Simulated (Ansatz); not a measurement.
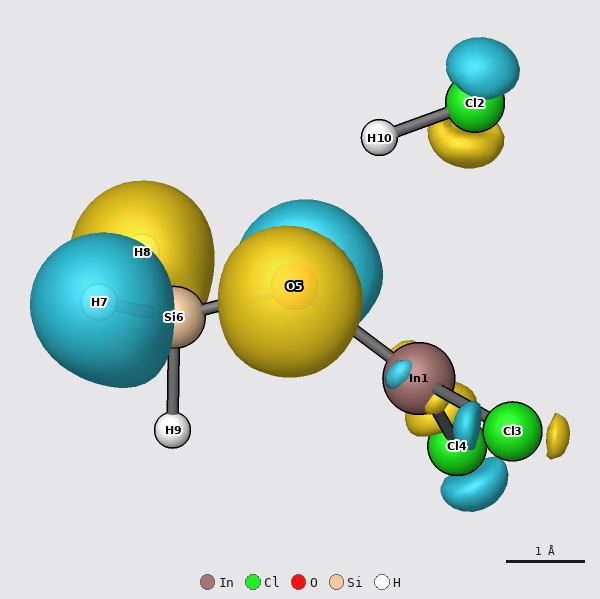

*Cl₂H₃InOSi···HCl. The HOMO at ±0.1 Å⁻³ᐟ² (yellow and cyan are the two phases), seen across its widest extent.*

Core potentials replace the inner electrons of In; not at a stationary point (largest force 1.1 eV/Å).

These are results of Ansatz 0.2.0, RKS PBE-D4/def2-SVP, not measurements.

```yaml
atoms:
  - { symbol: In, position_ang: [0.0620, -0.4658, -0.5469] }
  - { symbol: Cl, position_ang: [0.0155, -0.0704, 3.0639] }
  - { symbol: Cl, position_ang: [2.0968, 0.4811, -1.2116] }
  - { symbol: Cl, position_ang: [-1.9787, 0.4505, -1.2492] }
  - { symbol: O, position_ang: [0.0668, -2.1885, 0.4762] }
  - { symbol: Si, position_ang: [-0.7130, -3.5886, -0.0479] }
  - { symbol: H, position_ang: [0.2518, -4.7418, -0.0068] }
  - { symbol: H, position_ang: [-1.9117, -3.8971, 0.8129] }
  - { symbol: H, position_ang: [-1.1792, -3.3960, -1.4692] }
  - { symbol: H, position_ang: [0.0854, -1.2804, 2.4870] }
```

### Where does this orbital lie, and at what energy?

It lies mainly on O5 (about 50 %), Si6 (about 15 %), H8 (about 10 %) and H7 (about 10 %). Its energy is −7.41 eV.
